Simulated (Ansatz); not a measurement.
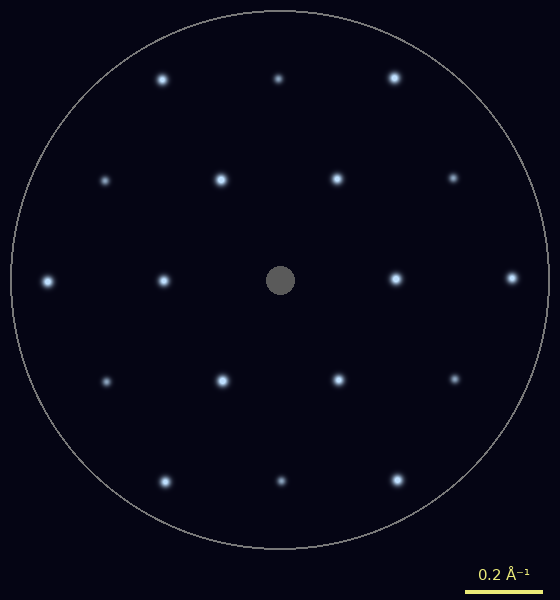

Simulated LEED pattern at 110 eV and normal incidence, from the upper face of a slab model. Spot positions follow from the surface net; brightness is a rough single-scattering estimate from the outer layers, good only for telling present from absent.

Question: What surface net do the spots show?

Answer: The spots form a hexagonal reciprocal net with shortest vectors 0.302 and 0.302 Å⁻¹ at 60.0°. The primitive real-space mesh has edges 3.83 and 3.83 Å at 60.0° (or its supplement) and area 12.7 Å².

The slab has composition PtSeO (3 atoms a cell, 1.8 Å thick). Structure: the geometry relaxed with DFT, LDA, plane waves, PAW in Ansatz; the starting structure was generated, so it need not be a known form of this composition.

```
Pt O Se
1.0
     3.82678    0.00000    0.00000
    -1.91339    3.31409    0.00000
     0.00000    0.00000   29.70598
Pt O Se
1 1 1
Cartesian
  0.0000 2.2094 8.9804
  1.9134 1.1047 9.9218
  1.9134 1.1047 8.0978
```
